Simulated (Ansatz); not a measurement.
Consider H₂NOPSi.

Input file:

```
crystal:
  periodic: [false, false, false]
  atoms:
    - {symbol: N, position_ang: [-1.142379, -0.692524, 0.795670]}
    - {symbol: O, position_ang: [-2.979374, -0.117204, 2.049249]}
    - {symbol: P, position_ang: [-2.462462, 0.240257, 0.590997]}
    - {symbol: Si, position_ang: [-1.732515, -1.424614, 2.447606]}
    - {symbol: H, position_ang: [-0.864109, -0.543539, 3.340743]}
    - {symbol: H, position_ang: [-0.428149, -0.914512, 0.106901]}
basis:
  gaussian:
    orbitals: def2-TZVPD
hamiltonian:
  xc: {name: PBE0}
output: {forces: true, orbitals: {seedname: orbitals}}
```

Run with:

```sh
ansatz run input.yaml --threads 1 --pin off --max-ram 2610MiB --events-out events.jsonl --progress --plain --runs-dir runs
```

Geometry: PBE0-D3(BJ)/def2-SVP.

Level of theory: Ansatz 0.2.0, isolated molecule in a Gaussian basis; Kohn-Sham density functional theory, functional PBE0.

What can the converged electron density and electron localisation function tell about the bonding?

P–O (1.59 Å): the density is about 1.6 e/Å³ at the midpoint; the ELF peaks at about 0.85 between the atoms, as expected for a short, strongly polar bond.
P–N (1.63 Å): ρ at the midpoint is about 1.5 e/Å³; the ELF peaks at about 0.90 between the atoms, as expected for a short, strongly polar bond.
Si–O (1.85 Å): ρ at the midpoint is about 0.77 e/Å³; the ELF peaks at about 0.85 between the atoms; a polar covalent bond.
Si–N (1.90 Å): ρ at the midpoint is about 0.75 e/Å³; the ELF peaks at about 0.90 between the atoms; a polar covalent bond.

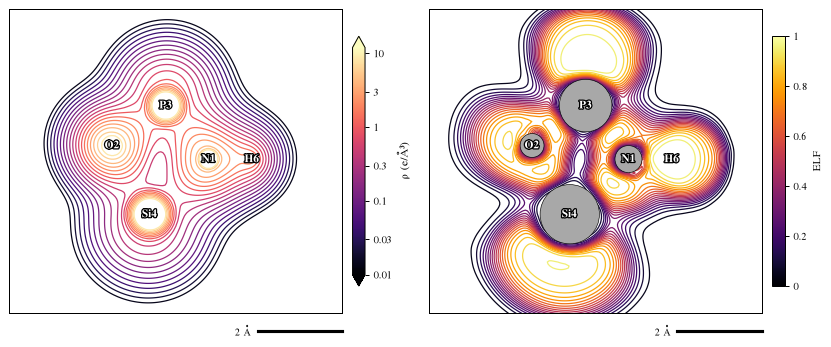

Computed electron density and electron localisation function on the plane of atoms N1, Si4 and O2, in this order. Grey discs cover the atomic cores in the ELF map. 
